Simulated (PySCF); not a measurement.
# MoON: doublet, from a bent start

Aim: relax MoON as a doublet from a bent start, check by its vibrations whether the end is a minimum, and collect its spectrum and constants.

The runs use PySCF 2.14.0; PBE0, basis Mo def2-TZVP with ECP28, O def2-TZVP, N def2-TZVP, scalar-relativistic core potentials, no spin–orbit coupling, density fitting.

## 1. Starting geometry

3 atoms, charge 0, spin multiplicity 2.

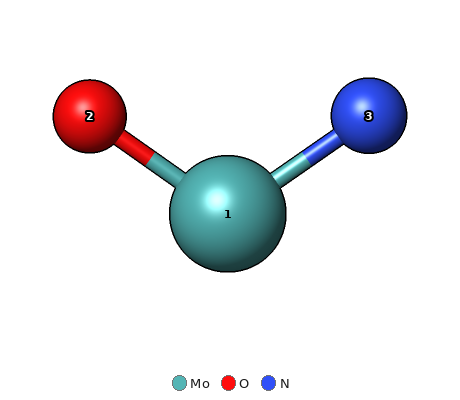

The starting geometry (molybdenum teal, oxygen red, nitrogen blue); atoms are numbered from 1 in the order of the file.

```xyz
3
charge 0 multiplicity 2
Mo    0.0000    0.0000    0.0000
O    -1.4581    0.0000    1.0210
N     1.4827    0.0000    1.0382
```

## 2. Finding the electronic state

The steps below are one call of a driver around PySCF. For each, scf.py gives the equivalent set-up of the SCF; relaxations use the driver's own optimiser. After this first run the driver tries any further starts and a stability analysis.

The input, scf.py:

```python
from pyscf import gto, scf, dft
mol = gto.M(atom='''
Mo     0.000000     0.000000     0.000000
O     -1.458100     0.000000     1.021000
N      1.482700     0.000000     1.038200''',
    basis={'Mo': 'def2-TZVP', 'O': 'def2-TZVP', 'N': 'def2-TZVP'},
    ecp={'Mo': 'def2-TZVP'},
    charge=0, spin=1)
mf = dft.UKS(mol, xc='PBE0')
mf.grids.atom_grid = (50, 194)
aux = {'Mo': 'def2-universal-JKFIT', 'O': 'def2-universal-JKFIT', 'N': 'def2-universal-JKFIT'}
mf = mf.density_fit(auxbasis=aux)
mf.conv_tol = 1e-08
mf.diis_space = 10
mf.max_cycle = 60
mf.init_guess = 'minao'
mf.verbose = 4
mf.kernel()
```

Launch:

```
OMP_NUM_THREADS=4 python axn.py task.json out
```

Further steps of the session: Relaxing the doublet from the bent start; Hessian and properties.

What does the calculation give? Wanted: minimum; geometry; wavenumbers; dipole moment; highest occupied, lowest empty level; polar-tensor charge of Mo1; zero-point energy; atomisation energy; ⟨S²⟩.

As calculated:

```
                                          quantity                                      value
                                           minimum                                doublet, Cs
                                          geometry  Mo–N 1.638 Å, Mo–O 1.692 Å; N–Mo–O 103.9°
                                wavenumbers (cm⁻¹)              427 (a'), 966 (a'), 1120 (a')
                                     dipole moment                                     5.14 D
highest occupied, lowest empty level (either spin)                            -6.29, -3.39 eV
                        polar-tensor charge of Mo1                                    +1.34 e
                                 zero-point energy                                15.0 kJ/mol
                               entropy at 298.15 K                            275.6 J/(mol K)
         atomisation energy (no zero-point energy)                                 961 kJ/mol
                                              ⟨S²⟩                                      0.772
```

**Reading.** The bent start keeps its Cs symmetry and ends in a minimum. The strongest infrared band lies at 966 cm⁻¹ (a', stretch). With 5.1 D the molecule is strongly polar. Most of the spin sits on Mo1 (Mulliken spin 1.17, against 1 for the whole molecule). The first SCF alone would have been 57 kJ/mol too high. Other starts or spin states, not run here, may lie lower. Open d and f shells are described by one determinant, and the ground state may have another occupation or spin.
